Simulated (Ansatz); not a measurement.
Take AgI in the zinc blende structure (space group F-43m, No. 216; a = 6.628 Å) as the base.

Now apply this change: a hydrostatic pressure of 1.8 GPa.

Method: DFT with PBE, PAW potentials and a 420 eV plane-wave cutoff in Ansatz (a program for electronic structure), no spin-orbit coupling.

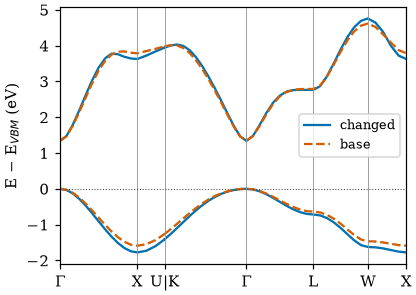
Highest valence and lowest conduction band along the path, each from its own valence-band maximum

Problem. Read the changed gap and its character from the plot.

Solution. About 1.3 eV, direct at Γ.

Spin-orbit coupling, missing from the scalar runs, can matter with I. Load acts through the strain it causes; cell and atoms are relaxed under it. Stability against distortions was not tested.
